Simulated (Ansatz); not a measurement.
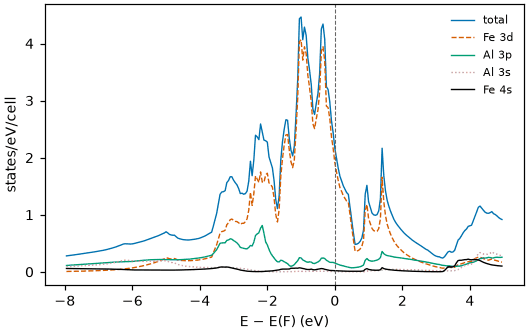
Figure. Total and projected density of states of AlFe (CsCl type, Pm-3m), the program Ansatz at the PBE level (PAW)

### Question
Which orbitals carry the states next to the Fermi level?

### Answer
Within 0.5 eV of the Fermi level: Fe 3d 90 %, Al 3p 6 %. Projections are on Löwdin-orthogonalised atomic valence shells; empty p or d shells of many metals are not among them.

### Question
Where is the tallest occupied peak in this window, and what makes it?

### Answer
Near -1.0 eV, about 4.5 states/eV per cell; the largest projected share is Fe 3d.

The PBE relaxation kept the symmetry of its start. The final state is ferromagnetic, chosen from 4 collinear starts compared on coarse meshes (ties went to the first, and starts can fall back to one state), not a proven ground state.

Potentials: the later of the program's two PAW sets.
